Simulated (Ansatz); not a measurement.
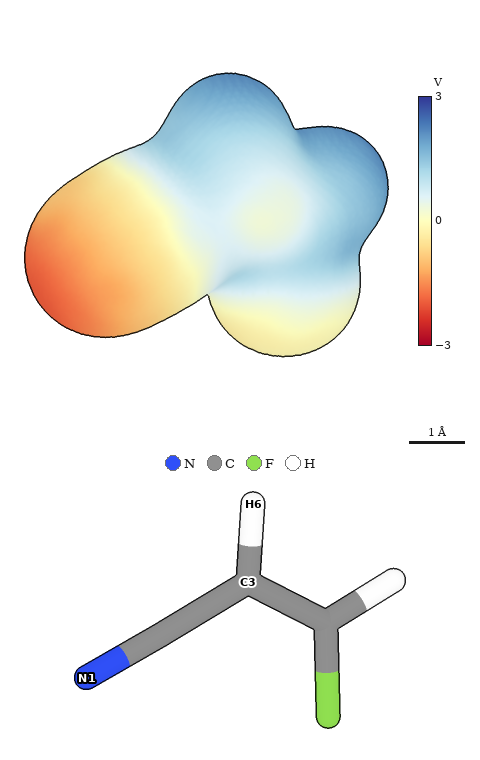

*C₃H₂FN (SMILES N#CC=CF). The molecular electrostatic potential painted on the density surface at 0.004 e/bohr³, seen at a tilt; the colour scale runs from red (negative) to blue (positive). The bare structure is drawn below in the same view.*

Theory: RKS revPBE/def2-SVP (Ansatz).

Input

```
crystal:
  periodic: [false, false, false]
  atoms:
    - { symbol: "N", position_ang: [0.6994, -2.1537, 1.3183] }
    - { symbol: C, position_ang: [0.3659, -1.0577, 0.9128] }
    - { symbol: C, position_ang: [-0.0072, 0.2329, 0.4164] }
    - { symbol: C, position_ang: [-0.1803, 0.4561, -0.8576] }
    - { symbol: F, position_ang: [0.02903, -0.50984, -1.78215] }
    - { symbol: H, position_ang: [-0.006, 1.0666, 1.1362] }
    - { symbol: H, position_ang: [-0.30252, 1.41436, -1.34729] }
basis:
  gaussian: { orbitals: def2-SVP }
hamiltonian:
  xc: revpbe
relax:
  f_tol: 0.015
  max_steps: 40
output:
  orbitals: {}
```

Command:

```sh
ansatz run input.yaml --threads 1 --pin off --max-ram 2048MiB --backend cpu --events-out ev --progress --plain --runs-dir out
```

The fields are those of the relaxed geometry.

> Where is the surface potential most negative and most positive?

The most negative region (about −1.9 V) lies over N1, the most positive (about +2.2 V) over H7. N1 is the likeliest acceptor of a hydrogen bond.
